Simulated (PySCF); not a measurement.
**SiH4O (silanol): a chain of runs**

Aim: a series of 18 runs (PBE0-D4/def2-TZVP, CCSD(T)/def2-TZVPP, RI-MP2/def2-QZVPP, PBE-D4/def2-TZVPP, r2SCAN-D4/def2-TZVPP, B3LYP-D4/def2-TZVPP, PBE0-D4/def2-TZVPP, wB97M-V/def2-TZVPP, and more) of H4OSi. Input form: a Python script.

The results are computed with PySCF 2.14.0.

1 further run of the same task is left out (for a faulty analytic Hessian).

## (1) The system as given

The species is SiH4O (6 atoms), meant as a singlet with charge 0. SMILES: `O[SiH3]`. All atoms were displaced at random from a relaxed shape. The run starts from this shape.

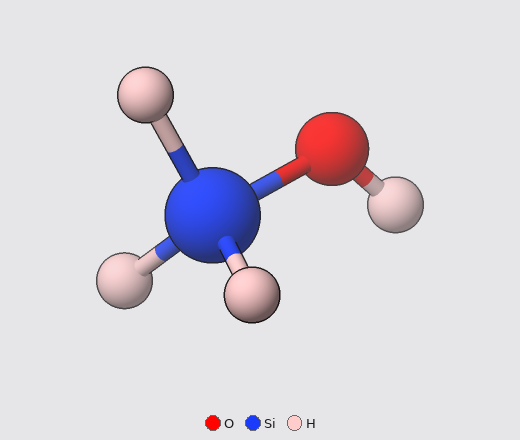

Viewed from a chosen angle; oxygen red, silicon blue, hydrogen pink.

## (2) A structure relaxation at PBE0-D4/def2-TZVP (density fitting with def2-universal-jkfit) (run 1)

Input file input.xyz:

```xyz
6
H4OSi
O      0.650341    -1.014515     0.371312
Si    -0.083146     0.368506    -0.192943
H      0.122395    -1.646587     0.930475
H     -1.116584     0.073414    -1.176462
H      1.113700     1.060713    -0.917231
H     -0.573495     1.213290     0.830052
```

Input file input.py:

```python
# O[SiH3]
from pyscf import gto, dft
from pyscf.geomopt.geometric_solver import kernel as optimise

mol = gto.M(
    atom='input.xyz',
    basis='def2-tzvp',
    charge=0,
    verbose=3,
    max_memory=1860,
)

ks = dft.RKS(mol, xc='pbe0')
ks = ks.density_fit(auxbasis='def2-universal-jkfit')
ks.disp = 'd4'
ks.conv_tol = 1e-09
ks.grids.level = 4
ks.max_cycle = 100
converged, mol_eq = optimise(ks, maxsteps=100)
print('converged:', converged)
print(mol_eq.tostring())

ks.reset(mol_eq)
mol = mol_eq
ks.kernel()
e_final = ks.e_tot
print('E(%s) = %.9f' % ('PBE0', e_final))
```

The run is started by

```bash
OMP_NUM_THREADS=1 python input.py
```

What it wrote:

```text
maxiter                   100
[... 31 lines left out ...]
> Will converge when all 5 criteria are reached:
[... 19 lines left out ...]
converged SCF energy = -366.982806273095
[... 22 lines left out ...]
converged SCF energy = -366.989231743546
[... 45 lines left out ...]
converged SCF energy = -366.989296670718
[... 35 lines left out ...]
Converged! =D
[... 1 line left out ...]
converged: True
O           0.65204389       -1.02717305        0.38544825
Si         -0.01804750        0.35167738       -0.21859774
H           0.09465899       -1.60162865        0.91106881
H          -1.11679665        0.05588313       -1.17887372
H           1.07682163        1.06532611       -0.91419661
H          -0.57553164        1.20960541        0.86336564
converged SCF energy = -366.989297428429
E(PBE0) = -366.989297428
```

It took 44 s on 1 thread of Arm Neoverse V1, shared host; peak memory 0.88 GiB.

The path in brief:

```csv
step,energy from the first frame kept (eV),largest force (eV/Å)
0,0.0000,2.9098
1,-0.1748,0.2588
2,-0.1765,0.0652
3,-0.1766,0.0067
4,-0.1766,0.0078
```

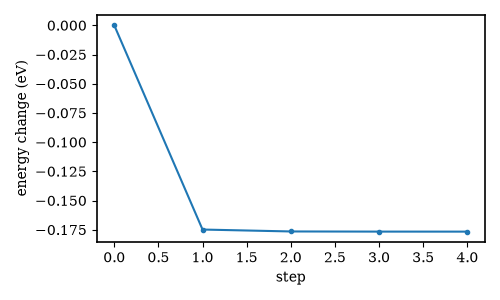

Energy along the run.

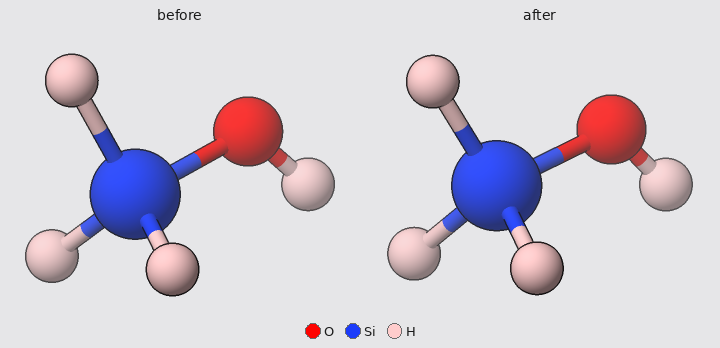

Before and after, at one scale.

After the run. Bond lengths: O1–Si2 1.648 Å, O1–H3 0.958 Å, Si2–H4 1.489 Å, Si2–H5 1.481 Å, Si2–H6 1.489 Å. Angles: O1–Si2–H4 111.7°, O1–Si2–H5 106.0°, O1–Si2–H6 111.6°, Si2–O1–H3 117.8°, H4–Si2–H5 109.8°, H4–Si2–H6 107.9°, H5–Si2–H6 109.9°.

## (3) The energy at CCSD(T)/def2-TZVPP (run 3)

Input file calc.py:

```python
# O[SiH3]
from pyscf import gto, scf, cc

molecule = gto.M(
    atom='''
O        0.652044      -1.027173       0.385448
Si      -0.018048       0.351677      -0.218598
H        0.094659      -1.601629       0.911069
H       -1.116797       0.055883      -1.178874
H        1.076822       1.065326      -0.914197
H       -0.575532       1.209605       0.863366
''',
    charge=0,
    basis='def2-tzvpp',
    max_memory=1860,
    verbose=3,
)

calc0 = scf.RHF(molecule)
calc0.conv_tol = 1e-10
calc0.kernel()
if not calc0.converged:
    calc0 = calc0.newton().run(calc0.mo_coeff, calc0.mo_occ)

mycc = cc.CCSD(calc0, frozen=6)
mycc.kernel()
e_t = mycc.ccsd_t()
etot = mycc.e_tot + e_t
print('E = %.10f Eh' % etot)
```

The run is started by

```bash
OMP_NUM_THREADS=1 python calc.py
```

What it wrote:

```text
converged SCF energy = -366.210467720037
E(CCSD) = -366.6111389051768  E_corr = -0.4006711851398547
CCSD(T) correction = -0.0120622798517153
E = -366.6232011850 Eh
```

Run time: 84 s. Hardware: 1 thread of Arm Neoverse V1, shared host; peak memory 2 GiB.

Runs 4 to 9 aren't shown in full; the table further down has their settings and results.

## (4) A single-point energy at B2PLYP/def2-TZVPP (run 10)

Input file mol.xyz:

```xyz
6

O      0.652044    -1.027173     0.385448
Si    -0.018048     0.351677    -0.218598
H      0.094659    -1.601629     0.911069
H     -1.116797     0.055883    -1.178874
H      1.076822     1.065326    -0.914197
H     -0.575532     1.209605     0.863366
```

Input file calc.py:

```python
# O[SiH3]
from pyscf import gto, dft, mp

system = gto.Mole()
system.atom = 'mol.xyz'
system.spin = 0
system.verbose = 3
system.max_memory = 1860
system.basis = 'def2-tzvpp'
system.build()

myscf = dft.RKS(system)
myscf.xc = '0.53*HF + 0.47*B88, 0.73*LYP'
myscf.conv_tol = 1e-10
myscf.grids.level = 5
myscf.kernel()
if not myscf.converged:
    myscf = myscf.newton().run(myscf.mo_coeff, myscf.mo_occ)

pt = mp.MP2(myscf, frozen=6).run()
e_tot = myscf.e_tot + 0.27 * pt.e_corr
print('PT2 part  %.8f' % (0.27 * pt.e_corr))
print(f'total energy: {e_tot:.8f} hartree')
```

The run is started by

```bash
OMP_NUM_THREADS=1 python calc.py
```

What it wrote:

```text
converged SCF energy = -366.905108928305
E(RMP2) = -367.357702608559  E_corr = -0.452593680254299
E(SCS-RMP2) = -367.364178902947  E_corr = -0.459069974642785
PT2 part  -0.12220029
total energy: -367.02730922 hartree
```

It took 19 s on 1 thread of Arm Neoverse V1, shared host; peak memory 0.73 GiB.

Runs 11 to 18 aren't shown in full; the table further down has their settings and results.

## (5) The doublet cation: a single-point energy at UB3LYP/6-31G(d) (spherical functions) (run 19)

Input file calc.py:

```python
from pyscf import gto, dft

mol = gto.M(
    atom='''
O        0.652044      -1.027173       0.385448
Si      -0.018048       0.351677      -0.218598
H        0.094659      -1.601629       0.911069
H       -1.116797       0.055883      -1.178874
H        1.076822       1.065326      -0.914197
H       -0.575532       1.209605       0.863366
''',
    max_memory=1860,
    spin=1,
    verbose=3,
    basis='6-31g*',
    charge=1,
)

mf = dft.UKS(mol)
mf.xc = 'b3lyp'
mf.grids.level = 5
mf.conv_tol = 1e-10
mf.kernel()
if not mf.converged:
    mf = mf.newton().run(mf.mo_coeff, mf.mo_occ)

e_final = mf.e_tot
print('E = %.10f Eh' % e_final)
```

The run is started by

```bash
OMP_NUM_THREADS=1 python calc.py
```

What it wrote:

```text
converged SCF energy = -366.731413400202  <S^2> = 0.76012502  2S+1 = 2.0100995
E = -366.7314134002 Eh
```

Wall time 11 s (1 thread of Arm Neoverse V1, shared host); peak memory 0.26 GiB.

## (6) Overview of the runs

```csv
run,level,task,integral approximation,partner,energy (Eh),dipole moment (D) of the reference,HOMO energy (eV),LUMO energy (eV),wall time
1,PBE0-D4/def2-TZVP (density fitting with def2-universal-jkfit),optimise,def2-universal-jkfit,base,-366.989297,1.36,-8.73,0.04,44 s
3,CCSD(T)/def2-TZVPP,energy,none,base,-366.623201,1.42,-12.44,2.91,84 s
4,RI-MP2/def2-QZVPP (density fitting with def2-universal-jkfit),energy,def2-universal-jkfit,base,-366.627394,1.40,-12.45,2.32,3.3 s
5,PBE-D4/def2-TZVPP,energy,none,base,-366.958537,1.27,-7.21,-0.84,18 s
6,r2SCAN-D4/def2-TZVPP,energy,none,base,-367.131507,1.30,-7.58,-0.30,44 s
7,B3LYP-D4/def2-TZVPP,energy,none,base,-367.230374,1.31,-8.52,-0.25,18 s
8,PBE0-D4/def2-TZVPP,energy,none,base,-366.991389,1.31,-8.73,0.03,18 s
9,wB97M-V/def2-TZVPP,energy,none,base,-367.142407,1.32,-11.07,1.64,78 s
10,B2PLYP/def2-TZVPP,energy,none,base,-367.027309,1.36,-10.16,1.07,19 s
11,SVWN5/def2-TZVPP,energy,none,base,-365.464125,1.30,-7.29,-1.04,13 s
12,M06-2X/def2-TZVPP,energy,none,base,-367.142958,1.34,-10.17,0.77,41 s
13,B3LYP/6-31G* (spherical functions),energy,none,base,-367.139452,1.46,-8.21,0.29,5.1 s
14,HF/STO-3G,energy,none,base,-361.762317,1.28,-9.26,13.34,0.6 s
15,UPBE-D4/def2-TZVPP,energy,none,cation,-366.557396,–,-14.76,-14.58,47 s
16,UB3LYP-D4/def2-TZVPP,energy,none,cation,-366.815414,–,-15.86,-14.02,51 s
17,UPBE0-D4/def2-TZVPP,energy,none,cation,-366.578085,–,-16.04,-13.74,50 s
18,U-wB97M-V/def2-TZVPP (density fitting with def2-universal-jkfit),energy,def2-universal-jkfit,cation,-366.721798,–,-18.28,-11.83,2 min
19,UB3LYP/6-31G* (spherical functions),energy,none,cation,-366.731413,–,-15.86,-13.98,11 s
```

## (7) What came out

| quantity | value |
| --- | --- |
| doublet cation, run 19: total energy | -366.73141 Eh |
| doublet cation, run 19: HOMO energy (highest over α and β) | -15.86 eV |
| doublet cation, run 19: LUMO energy (lowest over α and β) | -13.98 eV |
| doublet cation, run 19: ⟨S²⟩ | 0.760 |
| vertical ionisation energy (to the doublet cation), PBE-D4/def2-TZVPP | 10.916 eV |
| vertical ionisation energy (to the doublet cation), B3LYP-D4/def2-TZVPP | 11.292 eV |
| vertical ionisation energy (to the doublet cation), PBE0-D4/def2-TZVPP | 11.247 eV |
| vertical ionisation energy (to the doublet cation), B3LYP/6-31G* | 11.103 eV |

In words: At PBE-D4/def2-TZVPP: the vertical ionisation energy comes to 10.92 eV (252 kcal/mol). −ε(HOMO) before ionisation, 7.21 eV, is 3.70 eV below this ionisation energy. At B3LYP-D4/def2-TZVPP: removing an electron at fixed nuclei costs 11.29 eV (260 kcal/mol). −ε(HOMO) before ionisation, 8.52 eV, is 2.77 eV below this ionisation energy. At PBE0-D4/def2-TZVPP: removing an electron at fixed nuclei costs 11.25 eV (259 kcal/mol). −ε(HOMO) before ionisation, 8.73 eV, is 2.51 eV below this ionisation energy. Totals of different functionals can't be ranked against each other. In run 14 the basis is minimal, so the values are rough. All runs together took 11 min, the longest 2 min.
